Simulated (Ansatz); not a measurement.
# B2PLYP/STO-3G run of [BCl2]+ (SMILES Cl[B+]Cl)

Aim: the vertical singlet–triplet gap of [BCl2]+ at B2PLYP/STO-3G, from 2 runs. 

The results are computed with Ansatz 0.2.0.

6 further runs of the same task are left out: 6 that didn't finish.

**1. The molecule**

[BCl2]+: 3 atoms, total charge +1, spin state singlet. SMILES: `Cl[B+]Cl`. The coordinates come from a GFN2-xTB relaxation.

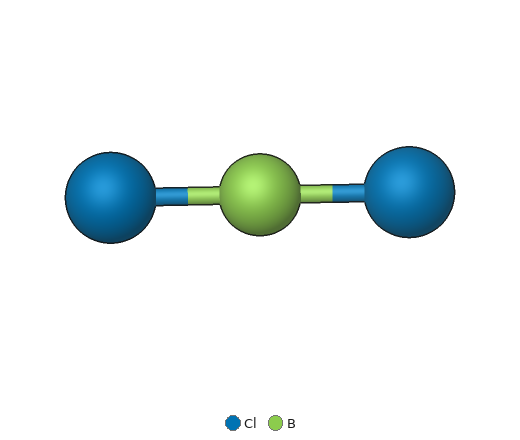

The structure, seen from a chosen angle (chlorine blue, boron green).

**2. The energy at B2PLYP/STO-3G**

molecule.yaml

```yaml
basis:
  gaussian: {orbitals: STO-3G}
crystal:
  periodic: [false, false, false]
  atoms:
    - symbol: Cl
      position_ang: [-1.238380, 0.766480, -0.591300]
    - symbol: B
      position_ang: [0.000740, 0.001360, 0.000550]
    - symbol: Cl
      position_ang: [1.237640, -0.767840, 0.590740]
total_charge: 1
hamiltonian: {xc: {name: B2PLYP}}
correlation: {frozen_orbitals: {B: 1, Cl: 5}}
accuracy: high
```

Run with:

```sh
$ ansatz run molecule.yaml --threads 1 --pin off --max-ram 2610MiB --events-out events.jsonl --progress --plain --runs-dir runs
```

The log of the run:

```text
Warning: RAYON_NUM_THREADS=1 ignored (pool sized by the plan → 1); use --threads N
Functional definition: B2PLYP
  name "B2PLYP"
  parameter a = 0.53
  parameter c = 0.27
  exchange = (1 - a)*b88_x + a*exact_x
  correlation = (1 - c)*lyp_c + c*(mp2_os + mp2_ss)
399 factors; integrals over basis functions are off by at most 2.4e-8 eV
mean field evaluation 1: about -25419.5156 eV, gradient 2.7e1 eV
mean field evaluation 2: about -25419.5120 eV, gradient 2.7e1 eV
mean field evaluation 4: about -25422.3721 eV, gradient 4.7e-1 eV
mean field evaluation 8: about -25422.3722 eV, gradient 1.8e-3 eV
mean field evaluation 16: about -25422.3722 eV, gradient 2.4e-8 eV
mean field -25422.37218197 eV, -934.2549457845 hartree, gradient 2.4e-8 eV, S^2 0.000000; 0 other end points of the search recorded, 0 dependent functions left out
11 core orbitals not correlated: weight in the atoms' cores, before any rotation towards them, 1.000 or more for the frozen orbitals, at most 0.000 for the correlated occupied ones
reference -25422.37219750 eV, -934.2549463554 hartree; 8, 8 occupied and 4, 4 virtual orbitals, 399 factors
second order -2.92264417 eV of doubles, -0.00000000 eV of singles
Total energy: -25423.16131143 eV, -934.2839457573 hartree
```

Run time: 1.1 s. Hardware: 1 thread of Arm Neoverse V2, shared host; peak memory 0.095 GiB.

**3. The triplet at the same level**

input.yaml

```yaml
basis:
  gaussian:
    orbitals: STO-3G
crystal:
  periodic: [false, false, false]
  atoms:
    - {symbol: Cl, position_ang: [-1.238380, 0.766480, -0.591300]}
    - {symbol: B, position_ang: [0.000740, 0.001360, 0.000550]}
    - {symbol: Cl, position_ang: [1.237640, -0.767840, 0.590740]}
total_charge: 1
magnetization:
  spin_polarized: true
  initial_magnetization: 2
hamiltonian:
  xc: {name: B2PLYP}
correlation:
  frozen_orbitals: {B: 1, Cl: 5}
accuracy: high
```

Run with:

```sh
$ ansatz run input.yaml --threads 1 --pin off --max-ram 2610MiB --events-out events.jsonl --progress --plain --runs-dir runs
```

The log of the run, cut to the lines that bear on the results:

```text
Warning: RAYON_NUM_THREADS=1 ignored (pool sized by the plan → 1); use --threads N
Functional definition: B2PLYP
  name "B2PLYP"
[...]
399 factors; integrals over basis functions are off by at most 2.4e-8 eV
[...]
mean field -25415.17982980 eV, -933.9906317177 hartree, gradient 2.0e-10 eV, S^2 2.003165; 6 other end points of the search recorded, 0 dependent functions left out
11 core orbitals not correlated: weight in the atoms' cores, before any rotation towards them, 1.000 or more for the frozen orbitals, at most 0.000 for the correlated occupied ones
reference -25415.17984538 eV, -933.9906322901 hartree; 9, 7 occupied and 3, 5 virtual orbitals, 399 factors
second order -2.00232984 eV of doubles, -0.00000000 eV of singles
Total energy: -25415.72047444 eV, -934.0105000415 hartree
```

Run time: 41 s. Hardware: 1 thread of Arm Neoverse V2, shared host; peak memory 0.14 GiB.

**4. What came out**

At B2PLYP/STO-3G, 11 core orbitals frozen:

| quantity | value |
| --- | --- |
| singlet: total energy | -934.28395 Eh |
| triplet: total energy | -934.01050 Eh |
| triplet: ⟨S²⟩ | 2.003 |
| vertical energy of the triplet above the singlet | 7.441 eV |

What this shows: At this shape the triplet lies 7.44 eV (718 kJ/mol) above the singlet. In a minimal basis such a difference can be off by several eV, whatever the method.
